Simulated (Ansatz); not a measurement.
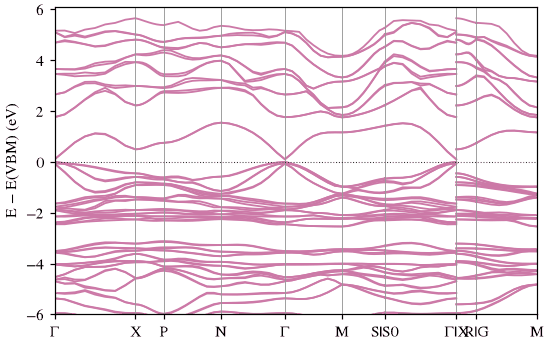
Figure: Band structure from PBEsol with spin–orbit coupling in the plane-wave PAW code Ansatz

Problem. Read off the gap and where the band edges lie.

Solution. About 0.1 eV (0.10 eV by a search for the band edges); maximum at Γ, minimum at Γ.

The material is ZnCu2SnS4 in space group I-4 (No. 82; Pearson symbol tI16).

The PBEsol relaxation kept the symmetry of its start. No spin polarisation was allowed.

Potentials: the later of the program's two PAW sets.
